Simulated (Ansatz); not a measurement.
# FIC-NEVPT4(SD)(2,4)/def2-mTZVP (core potential, accuracy low, start density atoms) run of CH3In (SMILES C[In])

Aim: the vertical singlet–triplet gap of CH3In at FIC-NEVPT4(SD)(2,4)/def2-mTZVP (core potential, accuracy low, start density atoms), from 2 runs. 

The calculation is run with Ansatz 0.2.0.

8 further runs of the same task are left out: 6 for a known fault of the program, 2 that didn't finish. Runs told in other sessions of the task aren't counted.

**1. Starting point**

CH3In has 5 atoms, charge 0, and is taken as a singlet. SMILES: `C[In]`. The shape is that of a PBE0-D4/def2-TZVP optimisation.

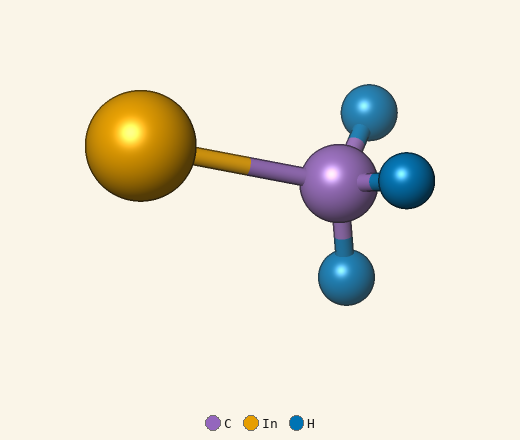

Viewed from a chosen angle; carbon purple, indium amber, hydrogen blue.

**2. The energy at FIC-NEVPT4(SD)(2,4)/def2-mTZVP (core potential, accuracy low, start density atoms)**

File job.yaml:

```yaml
crystal:
  periodic: [false, false, false]
  atoms:
    - symbol: C
      position_ang: [-0.182770, 0.073150, -0.070580]
    - symbol: In
      position_ang: [1.772750, -0.709460, 0.684610]
    - symbol: H
      position_ang: [-0.972960, -0.040920, 0.680150]
    - symbol: H
      position_ang: [-0.502560, -0.460530, -0.972760]
    - symbol: H
      position_ang: [-0.114460, 1.137770, -0.321410]
basis:
  gaussian:
    orbitals: def2-mTZVP
correlation:
  method: fic_nevpt4_sd
  active_space: {window: {electrons: 2, orbitals: 4}}
accuracy: low
output: {orbitals: {seedname: orbitals}}
```

The run is started by

```sh
$ ansatz run job.yaml --threads 1 --pin off --max-ram 3480MiB --events-out events.jsonl --progress --plain --runs-dir runs
```

Log:

```text
Warning: RAYON_NUM_THREADS=1 ignored (pool sized by the plan → 1); use --threads N
Functional definition: HF
  name "HF"
  exchange = exact_x
  correlation = 0
719 factors; integrals over basis functions are off by at most 1.2e-3 eV
mean field evaluation 1: about -6223.6882 eV, gradient 3.2e1 eV
mean field evaluation 2: about -6223.6901 eV, gradient 3.2e1 eV
mean field evaluation 4: about -6226.5740 eV, gradient 2.3e0 eV
mean field evaluation 8: about -6226.6172 eV, gradient 1.8e-1 eV
mean field -6226.61738071 eV, -228.8239681881 hartree, gradient 4.0e-6 eV, S^2 0.000000; 0 other end points of the search recorded, 0 dependent functions left out
reference -6226.61738071 eV, -228.8239681881 hartree; 15, 15 occupied and 49, 49 virtual orbitals, 719 factors
state -6227.37690549 eV, -228.8518802089 hartree
state -6227.37690549 eV, -228.8518802089 hartree; corrected -6234.01829534 eV, -229.0959467844 hartree
Total energy: -6234.01829534 eV, -229.0959467844 hartree
```

It took 2.4 s on 1 thread of Arm Neoverse V2, shared host.

**3. The triplet at the same level**

job.yaml, as its differences from that of step 2:

```diff
@@ -16,2 +16,5 @@
     orbitals: def2-mTZVP
+magnetization:
+  spin_polarized: false
+  initial_magnetization: 2
 correlation:
```

The run is started by

```sh
$ ansatz run job.yaml --threads 1 --pin off --max-ram 3480MiB --events-out events.jsonl --progress --plain --runs-dir runs
```

Log (excerpt; [...] marks lines left out):

```text
Warning: RAYON_NUM_THREADS=1 ignored (pool sized by the plan → 1); use --threads N
[... 2 set-up lines as earlier in the session ...]
[...]
719 factors; integrals over basis functions are off by at most 1.2e-3 eV
[...]
mean field -6225.06343382 eV, -228.7668616935 hartree, gradient 2.0e-6 eV, S^2 2.000000; 6 other end points of the search recorded, 0 dependent functions left out
reference -6225.06343382 eV, -228.7668616935 hartree; 16, 14 occupied and 48, 50 virtual orbitals, 719 factors
state -6225.12193462 eV, -228.7690115581 hartree
state -6225.12193462 eV, -228.7690115581 hartree; corrected -6232.00775180 eV, -229.0220606721 hartree
Total energy: -6232.00775180 eV, -229.0220606721 hartree
```

Run time: 12 s. Hardware: 1 thread of Arm Neoverse V2, shared host.

**4. Summary of results**

At FIC-NEVPT4(SD)(2,4)/def2-mTZVP (core potential, accuracy low, start density atoms):

```
                                        quantity          value
                           singlet: total energy  -229.09595 Eh
                           triplet: total energy  -229.02206 Eh
vertical energy of the triplet above the singlet       2.011 eV
```

In words: At this shape the triplet lies 2.01 eV (194 kJ/mol) above the singlet. The accuracy setting (singlet) is loose, so the last digits carry no meaning. The accuracy setting (triplet) is loose, so the last digits carry no meaning.
